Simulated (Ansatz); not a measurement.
**How Cd(0001) screens a field**

Wanted: the response of a Cd(0001) slab to a perpendicular field.

Calculated with Ansatz 0.2.0; plane-wave DFT, PBE, Ansatz PAW, in the first sound run; inputs show where later runs differ.

### Step 1. Set-up

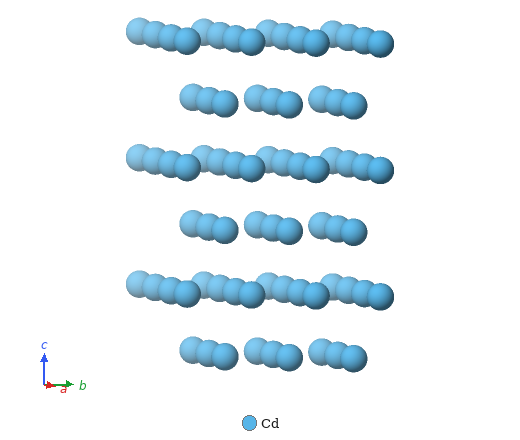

Start, viewed from the side, with the c axis up; cadmium blue. 3×3×1 cells are drawn. Some periodic images of atoms are drawn too.

The cell holds 6 atoms: 6 Cd. Cell: a = 2.980 Å, b = 2.980 Å, c = 32.051 Å, α = 90.0°, β = 90.0°, γ = 60.0°. Vacuum lies along c.

As a file:

```cif
data_structure
_symmetry_space_group_name_H-M 'P 1'
_symmetry_Int_Tables_number 1
_cell_length_a 2.9800
_cell_length_b 2.9800
_cell_length_c 32.0507
_cell_angle_alpha 90.000
_cell_angle_beta 90.000
_cell_angle_gamma 60.000
_cell_volume 246.49
loop_
_atom_site_label
_atom_site_type_symbol
_atom_site_fract_x
_atom_site_fract_y
_atom_site_fract_z
_atom_site_occupancy
Cd1 Cd 0.66667 0.66667 0.28081 1
Cd2 Cd 0.00000 0.00000 0.36848 1
Cd3 Cd 0.66667 0.66667 0.45616 1
Cd4 Cd 0.00000 0.00000 0.54384 1
Cd5 Cd 0.66667 0.66667 0.63152 1
Cd6 Cd 0.00000 0.00000 0.71919 1
```

### Step 2. Single point, field 0

A sawtooth potential applies the field, turning back in the middle of the vacuum. With the dipole correction the typed value is the field outside the slab. The induced dipole is small, so the SCF threshold is tight.

The input, input.yaml:

```yaml
crystal:
  lattice:
    - [2.98, 0.0, 0.0]
    - [1.49, 2.5807557033, 0.0]
    - [0.0, 0.0, 32.0507]
  atoms:
    - { symbol: Cd, position: [0.6666666667, 0.6666666667, 0.2808050994] }
    - { symbol: Cd, position: [0.0, 0.0, 0.3684830597] }
    - { symbol: Cd, position: [0.6666666667, 0.6666666667, 0.4561610199] }
    - { symbol: Cd, position: [0.0, 0.0, 0.5438389801] }
    - { symbol: Cd, position: [0.6666666667, 0.6666666667, 0.6315169403] }
    - { symbol: Cd, position: [0.0, 0.0, 0.7191949006] }
kpoints:
  mp_grid: { grid: [18, 18, 1] }
hamiltonian:
  xc: pbe
scf:
  occupations: { method: fermi_dirac, width: 0.1 }
  convergence: { dr2_threshold: 1.0e-10 }
efield:
  axis: 3
  dipole_correction: true
  ramp_position: 0.97
  ramp_width: 0.06
  amplitude: 0
output:
  forces: true
  write_potential: true
  write_density: true
  volumetric_format: npy
```

On the command line:

```console
$ ansatz run input.yaml --threads 4 --pin off --max-ram 6144MiB --backend cpu --events-out ev --progress --plain --runs-dir out
```

Numbers of over 12 decimals in the logs are rounded to 6 here.

The program printed:

```text
Engine: ansatz 0.2.0, aarch64-unknown-linux-gnu
Pseudopotentials: kind: paw
Pseudopotential: Cd, paw, valence charge 20, recommended cutoff 420 eV (normal), Cd.paw.azcp
Functional definition: PBE
  parameter kappa = 0.804
  parameter beta = 0.066725
  exchange = pbe_x(kappa = kappa, mu = beta*pi^2/3)
  correlation = pbe_c(beta = beta)
Crystal: 6 atoms, lattice volume = 246.491 Å³
Basis set: ecut = 420 eV, 4715 PW (Γ), exchange–correlation on 40×40×432 points (8 copies of the dense FFT grid, shifted against one another)
Bands: 72, of which v1, the nominal top of the filled ones, is band 60 counted from 1 (59 counted from 0)
Symmetry: 6 space group operations
k-points: 37 of 324 (time reversal used)
Non-local potential: Cd, projectors of the file, l = 0: 3, l = 1: 2, l = 2: 2, l = 3: 1
PAW form: soft (Blöchl's): semilocal exchange-correlation on the pseudo side does not see the compensation charge
PAW one-centre angular grid: Cd, 590 points (default); XC on 64 Gauss nodes
Initial density: superposition of atomic densities (neutral atoms: chi_scale 0, normalization atom), corrected by the library's trained network
Initial wavefunctions: pseudopotential atomic-orbital guess
Functional: x = pbe(κ = 0.804, μ = 0.219515), c = pbe(β = 0.066725)
SCF iter   1: F=—  HF=-49526.518851 eV  |F-HF|=—  |Δ(HF+E_count)|=         —  Δρ=1.26e-3  dr2=5.14e-2  ethr=1.77e-3  p=0.000 e·Å  D=2.49e-13 V/Å  ΔV_dip=-0.00 eV  dr2_dipole=2.46e-9  V_vac-E_F(+/−)=3.90/3.90 eV  ⟨swp⟩=9.0  Hψ=10962  notcnv=0  defer=48
efield: sawtooth ramp at fractional position 0.9700 (set: `efield.ramp_position`, or a place that a band, a saddle search or an elastic batch's reference lends), width 0.0600; the density the first Hamiltonian is built on has a dipole p = 0.000 e·Å; the dipole correction subtracts the counter field D = 2.49e-13 V/Å, which shifts the + side's vacuum level by -0.00 eV against the − side's; the planar-averaged density in the ramp window peaks in size at 2.3e-5 e/Å³
preconditioner: auto → LDOS  [metal: Δε(μ)=0.028 eV  Ē_g=12.326 eV  σ=0.100 eV  W_gap=0.07  n_scr=24 (ndim 8)  ℏωp=20.1 eV  f_vac=0.457  D(μ)=1.13/eV (n_scr^D=8)  β→1.0]
SCF iter   2: F=—  HF=-49526.515395 eV  |F-HF|=—  |Δ(HF+E_count)|=   3.46e-3  Δρ=1.34e-3  dr2=1.45e-2  ethr=4.28e-5  p=0.000 e·Å  D=1.47e-5 V/Å  ΔV_dip=-0.00 eV  dr2_dipole=3.69e-9  V_vac-E_F(+/−)=3.87/3.87 eV  ⟨swp⟩=2.3  Hψ=4563  notcnv=0  defer=88
SCF iter   3: F=—  HF=-49526.513648 eV  |F-HF|=—  |Δ(HF+E_count)|=   1.75e-3  Δρ=4.01e-4  dr2=8.11e-4  ethr=1.21e-5  p=0.000 e·Å  D=7.41e-6 V/Å  ΔV_dip=-0.00 eV  dr2_dipole=3.37e-9  V_vac-E_F(+/−)=3.85/3.85 eV  ⟨swp⟩=2.0  Hψ=3840  notcnv=0  defer=88
SCF iter   4: F=—  HF=-49526.513526 eV  |F-HF|=—  |Δ(HF+E_count)|=   1.23e-4  Δρ=4.62e-5  dr2=1.77e-5  ethr=6.76e-7  p=0.000 e·Å  D=2.99e-6 V/Å  ΔV_dip=-0.00 eV  dr2_dipole=6.31e-11  V_vac-E_F(+/−)=3.85/3.85 eV  ⟨swp⟩=2.0  Hψ=3736  notcnv=0  defer=88
SCF iter   5: F=—  HF=-49526.513583 eV  |F-HF|=—  |Δ(HF+E_count)|=   5.73e-5  Δρ=3.16e-5  dr2=4.40e-6  ethr=1.47e-8  p=0.000 e·Å  D=7.53e-7 V/Å  ΔV_dip=-0.00 eV  dr2_dipole=4.02e-10  V_vac-E_F(+/−)=3.84/3.84 eV  ⟨swp⟩=2.1  Hψ=4019  notcnv=0  defer=88
SCF iter   6: F=—  HF=-49526.513793 eV  |F-HF|=—  |Δ(HF+E_count)|=   2.10e-4  Δρ=6.21e-6  dr2=1.73e-7  ethr=3.67e-9  p=-0.000 e·Å  D=-1.51e-8 V/Å  ΔV_dip=0.00 eV  dr2_dipole=5.86e-12  V_vac-E_F(+/−)=3.84/3.84 eV  ⟨swp⟩=2.0  Hψ=3906  notcnv=0  defer=86
SCF iter   7: F=—  HF=-49526.513793 eV  |F-HF|=—  |Δ(HF+E_count)|=   6.29e-8  Δρ=2.23e-6  dr2=3.22e-8  ethr=1.44e-10  p=-0.000 e·Å  D=-2.29e-9 V/Å  ΔV_dip=0.00 eV  dr2_dipole=1.37e-13  V_vac-E_F(+/−)=3.84/3.84 eV  ⟨swp⟩=2.0  Hψ=3926  notcnv=0  defer=86
SCF iter   8: F=—  HF=-49526.513793 eV  |F-HF|=—  |Δ(HF+E_count)|=   6.71e-9  Δρ=6.74e-7  dr2=1.67e-9  ethr=2.68e-11  p=-0.000 e·Å  D=-5.22e-9 V/Å  ΔV_dip=0.00 eV  dr2_dipole=1.56e-14  V_vac-E_F(+/−)=3.84/3.84 eV  ⟨swp⟩=2.0  Hψ=3853  notcnv=0  defer=86
SCF iter   9: F=—  HF=-49526.513793 eV  |F-HF|=—  |Δ(HF+E_count)|=   1.49e-9  Δρ=2.37e-7  dr2=1.63e-10  ethr=1.39e-12  p=-0.000 e·Å  D=-2.05e-8 V/Å  ΔV_dip=0.00 eV  dr2_dipole=4.87e-14  V_vac-E_F(+/−)=3.84/3.84 eV  ⟨swp⟩=2.0  Hψ=3911  notcnv=0  defer=86
SCF iter  10: F=-49526.513793 eV  HF=-49526.513793 eV  |F-HF|=1.89e-10  |Δ(HF+E_count)|=  1.75e-10  Δρ=7.15e-8  dr2=2.17e-11  ethr=1.00e-12  p=-0.000 e·Å  D=-6.58e-9 V/Å  ΔV_dip=0.00 eV  dr2_dipole=3.27e-16  V_vac-E_F(+/−)=3.84/3.84 eV  ⟨swp⟩=16.2  Hψ=15564  notcnv=0
SCF 1 converged in 10 iterations: F = -49526.513793 eV  dr2 = 2.17e-11
  greatest PAW one-centre occupation: 1.000 electrons in one spin orbital (limit 2), on the Cd atom at site 1 (counted from 0), in its partial waves of l = 0
WARN: The output density's exchange-correlation potential varies sharply where the density is thin. Do not read a vacuum level from v_tot or v_xc, or from such a field of the output density. On a cell that repeats whose density bears no net charge and no dipole along the vacuum's axis use v_es (v_loc + v_h of the components); under efield.dipole_correction with no amplitude use v_es + v_field, which holds any externa [...]
SCF converged after 10 iterations
Free energy (F): -49526.513793 eV
Harris-Foulkes:  -49526.513793 eV  (|F-HF|=1.89e-10)
Internal energy: -49526.472810 eV  (E = F + TS)
E sigma→0 (E₀):  -49526.493301 eV
Entropy (-TS):   -0.040984 eV (-6.831 meV/atom)
Fermi energy:    5.911419 eV
Dipole field:    D = 0.000000 V/Å  (p = 0.000000 e·Å, saw-weighted, corrected)
Work function:   Φ+ = 3.8432 eV   Φ− = 3.8432 eV
Levels:          The Fermi level and band energies are counted from a zero that moves with the ramp; work functions are not
--- Per-component energies (eV) ---
  E_band       = -3418.135604
  E_kinetic    = 3028.757768
  E_local      = -226133.398495  (includes V_loc(G=0)·N_el)
  E_nonlocal   = 191.745860
  E_hartree    = 112028.169817
  E_xc         = -1063.051626
  E_vxc        = -1333.401518  (∫ρ·V_xc dr)
  E_paw        = -24491.397279  (= ΣΔE_a)
  E_vpaw       = -3228.179828  (= ΣTr[D̂ρ^β])
  E_aug_tail   = 0.000086  (compensation charges beyond the density's cutoff)
  E_efield     = 0.000000  (sawtooth field / dipole correction)
  E_vefield    = 0.000000  (∫n·V_field dr)
  E_ewald      = 86912.701060
  E_smearing   = -0.040984  (= −TS)
  E_closure    = 0.000000  (closes the sum)
  Σ components = -49526.513793   (vs F -49526.513793, Δ=0.00e0)
--- Forces (eV/Å), atoms counted from 1 ---
  atom   1  Cd    -0.00000000    -0.00000000    -0.10162665
  atom   2  Cd     0.00000000     0.00000000     0.01088963
  atom   3  Cd     0.00000000    -0.00000000    -0.02468275
  atom   4  Cd    -0.00000000     0.00000000     0.02468274
  atom   5  Cd    -0.00000000    -0.00000000    -0.01088962
  atom   6  Cd     0.00000000     0.00000000     0.10162664
  max |Σ_I F_I| component: 1.19e-8 eV/Å
--- Band table (eV; the first three rows and the last of 37) ---
  k-point 0: bands = [... 56 lower, -1.6615, -0.6957, 0.5118, 1.9417, 3.5544, 5.3322, 7.1741, 8.7727, ... 8 higher]
  k-point 1: bands = [... 56 lower, -1.5730, -0.6120, 0.5895, 2.0033, 3.6620, 5.4156, 7.2494, 8.8426, ... 8 higher]
  k-point 2: bands = [... 56 lower, -1.3267, -0.3714, 0.8165, 2.1879, 3.9765, 5.6644, 7.4739, 9.0514, ... 8 higher]
  k-point 36: bands = [... 56 lower, 6.3993, 6.3993, 6.4508, 6.8801, 7.0063, 7.0063, 7.5146, 7.8678, ... 8 higher]
```

Run time: 17 s. Hardware: 4 threads of Arm Neoverse V2, shared host; peak memory 0.87 GiB; 66 s of CPU time.

This step gave:

```
energy at zero smearing   : -49526.4933 eV
work function, upper face : 3.843 eV
dipole along the normal   : 2.09e-8 e·Å
```

Running mean over 2.81 Å of the planar mean; the ramp of the sawtooth is left out. The electron's electrostatic potential energy less the Fermi level by z:

| z (Å) | electron's electrostatic potential energy less the Fermi level (eV) |
| --- | --- |
| 4 | 3.84 |
| 6 | 3.71 |
| 8 | -2.53 |
| 10 | -4.77 |
| 12 | -4.82 |
| 14 | -4.84 |
| 16 | -4.85 |
| 18 | -4.84 |
| 20 | -4.82 |
| 22 | -4.77 |
| 24 | -2.74 |
| 26 | 3.69 |
| 28 | 3.84 |

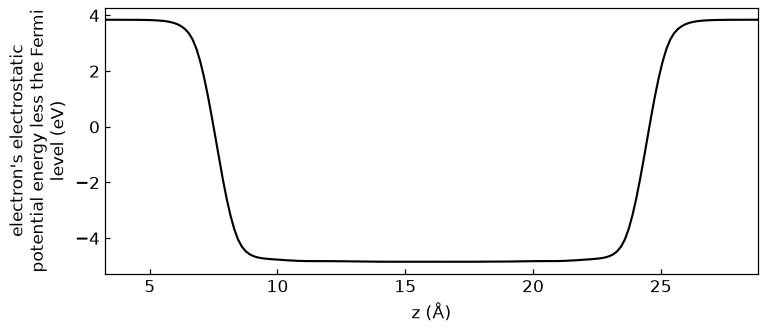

Electron's electrostatic potential energy less the Fermi level, plotted against z.

Force by atom:

| atom | x (eV/Å) | y (eV/Å) | z (eV/Å) | size |
| --- | --- | --- | --- | --- |
| Cd1 | 0.000 | 0.000 | -0.102 | 0.102 |
| Cd2 | 0.000 | 0.000 | 0.011 | 0.011 |
| Cd3 | 0.000 | 0.000 | -0.025 | 0.025 |
| Cd4 | 0.000 | 0.000 | 0.025 | 0.025 |
| Cd5 | 0.000 | 0.000 | -0.011 | 0.011 |
| Cd6 | 0.000 | 0.000 | 0.102 | 0.102 |

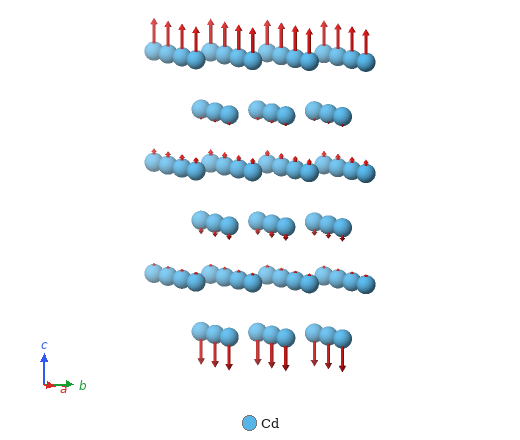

Force as arrows, the longest 0.102 eV/Å. 3×3×1 cells are drawn. Some periodic images of atoms are drawn too.

The work function of the upper face is 3.84 eV.

### Step 3. Atoms held, field 0.05 V/Å

Changes to input.yaml since step 2:

```diff
@@ -24,3 +24,3 @@
   ramp_width: 0.06
-  amplitude: 0
+  amplitude: 0.05
 output:
```

The program printed:

```text
[...]
Crystal: 6 atoms, lattice volume = 246.491 Å³
Basis set: ecut = 420 eV, 4715 PW (Γ), exchange–correlation on 40×40×432 points (8 copies of the dense FFT grid, shifted against one another)
Bands: 72, of which v1, the nominal top of the filled ones, is band 60 counted from 1 (59 counted from 0)
Symmetry: 6 space group operations
k-points: 37 of 324 (time reversal used)
[...]
k-point 0: bands = [... 56 lower, -1.6617, -0.6958, 0.5116, 1.9415, 3.5542, 5.3320, 7.1736, 8.7654, ... 8 higher]
  k-point 1: bands = [... 56 lower, -1.5731, -0.6122, 0.5894, 2.0031, 3.6618, 5.4154, 7.2489, 8.8353, ... 8 higher]
  k-point 2: bands = [... 56 lower, -1.3269, -0.3716, 0.8163, 2.1877, 3.9763, 5.6642, 7.4733, 9.0442, ... 8 higher]
  k-point 36: bands = [... 56 lower, 6.3989, 6.3993, 6.4506, 6.8799, 7.0054, 7.0068, 7.5144, 7.8667, ... 8 higher]
[key lines of the parts left out:]
SCF converged after 11 iterations
Free energy (F): -49526.514719 eV
Fermi energy:    5.911224 eV
Dipole field:    D = 0.027175 V/Å  (p = 0.037018 e·Å, saw-weighted, corrected)
```

Run time: 19 s. Hardware: 4 threads; peak memory 0.86 GiB.

The dipole is 0.0370 e·Å.

### Step 4. Single point, field -0.05 V/Å

Changes to input.yaml since step 3:

```diff
@@ -24,3 +24,3 @@
   ramp_width: 0.06
-  amplitude: 0.05
+  amplitude: -0.05
 output:
```

The program printed:

```text
[...]
Crystal: 6 atoms, lattice volume = 246.491 Å³
Basis set: ecut = 420 eV, 4715 PW (Γ), exchange–correlation on 40×40×432 points (8 copies of the dense FFT grid, shifted against one another)
Bands: 72, of which v1, the nominal top of the filled ones, is band 60 counted from 1 (59 counted from 0)
Symmetry: 6 space group operations
k-points: 37 of 324 (time reversal used)
[...]
k-point 0: bands = [... 56 lower, -1.6617, -0.6958, 0.5116, 1.9415, 3.5542, 5.3320, 7.1736, 8.7654, ... 8 higher]
  k-point 1: bands = [... 56 lower, -1.5731, -0.6122, 0.5894, 2.0031, 3.6618, 5.4154, 7.2489, 8.8353, ... 8 higher]
  k-point 2: bands = [... 56 lower, -1.3269, -0.3716, 0.8163, 2.1877, 3.9763, 5.6642, 7.4733, 9.0442, ... 8 higher]
  k-point 36: bands = [... 56 lower, 6.3989, 6.3993, 6.4506, 6.8799, 7.0054, 7.0068, 7.5144, 7.8667, ... 8 higher]
[key lines of the parts left out:]
SCF converged after 11 iterations
Free energy (F): -49526.514719 eV
Fermi energy:    5.911224 eV
Dipole field:    D = -0.027175 V/Å  (p = -0.037018 e·Å, saw-weighted, corrected)
```

Run time: 19 s. Hardware: 4 threads; peak memory 0.85 GiB.

The dipole is -0.0370 e·Å.

### Step 5. Single point, field 0.1 V/Å

Changes to input.yaml since step 4:

```diff
@@ -24,3 +24,3 @@
   ramp_width: 0.06
-  amplitude: -0.05
+  amplitude: 0.1
 output:
```

The program printed:

```text
[...]
Crystal: 6 atoms, lattice volume = 246.491 Å³
Basis set: ecut = 420 eV, 4715 PW (Γ), exchange–correlation on 40×40×432 points (8 copies of the dense FFT grid, shifted against one another)
Bands: 72, of which v1, the nominal top of the filled ones, is band 60 counted from 1 (59 counted from 0)
Symmetry: 6 space group operations
k-points: 37 of 324 (time reversal used)
[...]
k-point 0: bands = [... 56 lower, -1.6622, -0.6964, 0.5111, 1.9410, 3.5536, 5.3313, 7.1721, 8.7424, ... 8 higher]
  k-point 1: bands = [... 56 lower, -1.5737, -0.6127, 0.5888, 2.0026, 3.6612, 5.4148, 7.2474, 8.8124, ... 8 higher]
  k-point 2: bands = [... 56 lower, -1.3274, -0.3721, 0.8158, 2.1872, 3.9757, 5.6635, 7.4718, 9.0214, ... 8 higher]
  k-point 36: bands = [... 56 lower, 6.3982, 6.3989, 6.4500, 6.8794, 7.0042, 7.0069, 7.5139, 7.8652, ... 8 higher]
[key lines of the parts left out:]
SCF converged after 11 iterations
Free energy (F): -49526.517495 eV
Fermi energy:    5.910639 eV
Dipole field:    D = 0.054354 V/Å  (p = 0.074040 e·Å, saw-weighted, corrected)
```

Elapsed: 19 s, on 4 threads; peak memory 0.86 GiB.

The dipole is 0.0740 e·Å.

### Step 6. Single point, field -0.1 V/Å

Changes to input.yaml since step 5:

```diff
@@ -24,3 +24,3 @@
   ramp_width: 0.06
-  amplitude: 0.1
+  amplitude: -0.1
 output:
```

The program printed:

```text
[...]
Crystal: 6 atoms, lattice volume = 246.491 Å³
Basis set: ecut = 420 eV, 4715 PW (Γ), exchange–correlation on 40×40×432 points (8 copies of the dense FFT grid, shifted against one another)
Bands: 72, of which v1, the nominal top of the filled ones, is band 60 counted from 1 (59 counted from 0)
Symmetry: 6 space group operations
k-points: 37 of 324 (time reversal used)
[...]
k-point 0: bands = [... 56 lower, -1.6622, -0.6964, 0.5111, 1.9410, 3.5536, 5.3313, 7.1721, 8.7424, ... 8 higher]
  k-point 1: bands = [... 56 lower, -1.5737, -0.6127, 0.5888, 2.0026, 3.6612, 5.4148, 7.2474, 8.8124, ... 8 higher]
  k-point 2: bands = [... 56 lower, -1.3274, -0.3721, 0.8158, 2.1872, 3.9757, 5.6635, 7.4718, 9.0214, ... 8 higher]
  k-point 36: bands = [... 56 lower, 6.3982, 6.3989, 6.4500, 6.8794, 7.0042, 7.0069, 7.5139, 7.8652, ... 8 higher]
[key lines of the parts left out:]
SCF converged after 11 iterations
Free energy (F): -49526.517495 eV
Fermi energy:    5.910639 eV
Dipole field:    D = -0.054354 V/Å  (p = -0.074041 e·Å, saw-weighted, corrected)
```

Wall time 19 s (4 threads); peak memory 0.85 GiB; 74 s of CPU time.

The dipole is -0.0740 e·Å.

### Step 7. Atoms held, field 0.2 V/Å

Changes to input.yaml since step 6:

```diff
@@ -24,3 +24,3 @@
   ramp_width: 0.06
-  amplitude: -0.1
+  amplitude: 0.2
 output:
```

The program printed:

```text
[...]
Crystal: 6 atoms, lattice volume = 246.491 Å³
Basis set: ecut = 420 eV, 4715 PW (Γ), exchange–correlation on 40×40×432 points (8 copies of the dense FFT grid, shifted against one another)
Bands: 72, of which v1, the nominal top of the filled ones, is band 60 counted from 1 (59 counted from 0)
Symmetry: 6 space group operations
k-points: 37 of 324 (time reversal used)
[...]
k-point 0: bands = [... 56 lower, -1.6644, -0.6985, 0.5090, 1.9388, 3.5514, 5.3287, 7.1658, 8.6358, ... 8 higher]
  k-point 1: bands = [... 56 lower, -1.5759, -0.6149, 0.5867, 2.0004, 3.6590, 5.4121, 7.2410, 8.7060, ... 8 higher]
  k-point 2: bands = [... 56 lower, -1.3296, -0.3742, 0.8137, 2.1851, 3.9735, 5.6609, 7.4653, 8.9158, ... 8 higher]
  k-point 36: bands = [... 56 lower, 6.3956, 6.3970, 6.4478, 6.8771, 7.0006, 7.0061, 7.5117, 7.8611, ... 8 higher]
[key lines of the parts left out:]
SCF converged after 11 iterations
Free energy (F): -49526.528602 eV
Fermi energy:    5.908280 eV
Dipole field:    D = 0.108733 V/Å  (p = 0.148116 e·Å, saw-weighted, corrected)
```

It took 19 s on 4 threads; peak memory 0.85 GiB; 75 s of CPU time.

The dipole is 0.148 e·Å.

### Step 8. Single point, field -0.2 V/Å

Changes to input.yaml since step 7:

```diff
@@ -24,3 +24,3 @@
   ramp_width: 0.06
-  amplitude: 0.2
+  amplitude: -0.2
 output:
```

The program printed:

```text
[...]
Crystal: 6 atoms, lattice volume = 246.491 Å³
Basis set: ecut = 420 eV, 4715 PW (Γ), exchange–correlation on 40×40×432 points (8 copies of the dense FFT grid, shifted against one another)
Bands: 72, of which v1, the nominal top of the filled ones, is band 60 counted from 1 (59 counted from 0)
Symmetry: 6 space group operations
k-points: 37 of 324 (time reversal used)
[...]
k-point 0: bands = [... 56 lower, -1.6644, -0.6985, 0.5090, 1.9388, 3.5514, 5.3287, 7.1658, 8.6358, ... 8 higher]
  k-point 1: bands = [... 56 lower, -1.5759, -0.6149, 0.5867, 2.0004, 3.6590, 5.4121, 7.2410, 8.7060, ... 8 higher]
  k-point 2: bands = [... 56 lower, -1.3296, -0.3742, 0.8137, 2.1851, 3.9735, 5.6609, 7.4653, 8.9158, ... 8 higher]
  k-point 36: bands = [... 56 lower, 6.3956, 6.3970, 6.4478, 6.8771, 7.0006, 7.0061, 7.5117, 7.8611, ... 8 higher]
[key lines of the parts left out:]
SCF converged after 11 iterations
Free energy (F): -49526.528602 eV
Fermi energy:    5.908280 eV
Dipole field:    D = -0.108733 V/Å  (p = -0.148116 e·Å, saw-weighted, corrected)
```

Run time: 19 s. Hardware: 4 threads; peak memory 0.85 GiB.

The dipole is -0.148 e·Å.

(Part 1 of 2 ends here.)

[Logs are printed without paths, hosts, clocks, repeated set-up lines and the standing remarks that a program may print on its own settings, such as how far it seeks lower states.]

[Hosts, paths, dates, database ids (printed as entryN), source tags and the programs' standing remarks are cut or masked in the printed files.]

[Maps of the electrostatic potential energy from Ansatz leave out the sawtooth potential of an applied field or a dipole correction, so their vacuum need not be flat; planar profiles and work functions include it.]
